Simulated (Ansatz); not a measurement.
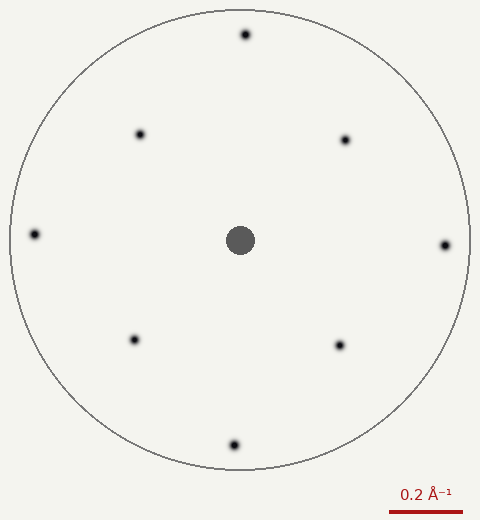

Simulated LEED pattern at 90 eV and normal incidence, from the upper face of a slab model. Spot positions follow from the surface net; brightness is a rough single-scattering estimate from the outer layers, good only for telling present from absent.

Find the real-space surface cell from the pattern.

Answer. The spots form a square reciprocal net with shortest vectors 0.398 and 0.398 Å⁻¹ at 90.0°. The primitive real-space mesh has edges 2.51 and 2.51 Å at 90.0° (or its supplement) and area 6.3 Å².

The slab has composition CuH3 (4 atoms a cell, 4.0 Å thick). Structure: the input geometry of an electronic-structure calculation (not necessarily at equilibrium); the starting structure was generated, so it need not be a known form of this composition.

```xyz
4
Lattice="2.5107 0.0000 0.0000 0.0000 2.5107 0.0000 0.0000 0.0000 31.3935" Properties=species:S:1:pos:R:3 pbc="T T T"
Cu    1.2554    1.2554    6.6955
H     0.0000    0.0000    6.6845
H     0.0000    0.0000   10.6559
H     0.0000    0.0000    9.9100
```

Which atoms form the outermost layer?

Answer. The highest atoms of the upper face (within 0.6 Å of the top) are H; the spot positions alone do not show this.
